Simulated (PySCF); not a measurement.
SMILES c1ccc(C)c(F)c1 (C7H7F), singlet, GFN2-xTB optimised geometry. Atoms within 1.6 Å of the plane z = 1.0 Å (x, y, z in Å): C1 (-1.45, -2.02, 0.00), C2 (-0.69, -0.73, 0.00), C3 (-1.32, 0.50, 0.00), C4 (-0.59, 1.68, 0.00), C5 (0.79, 1.64, 0.00), C6 (1.45, 0.43, 0.00), C7 (0.70, -0.73, 0.00), F8 (1.35, -1.92, 0.00), H10 (-1.17, -2.63, 0.86), H11 (-2.52, -1.84, 0.03), H12 (-2.40, 0.54, 0.00), H13 (-1.11, 2.63, 0.00), H14 (1.36, 2.56, 0.00), H15 (2.52, 0.36, 0.00).

Method: B3LYP/def2-TZVP in PySCF.

Map of the electrostatic potential (hartree/e), clipped to [-0.08, 0.12] on the plane z = 1.0 Å:

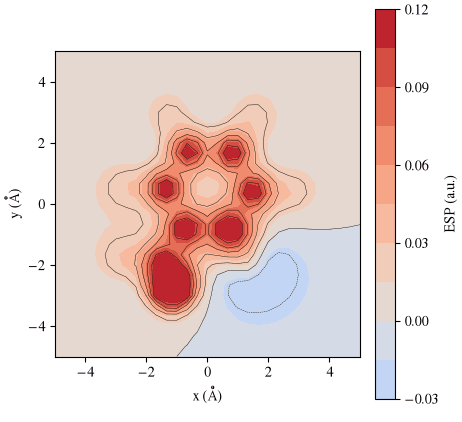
Figure: Electrostatic potential (hartree/e), clipped to [-0.08, 0.12] on the plane z = 1.0 Å.
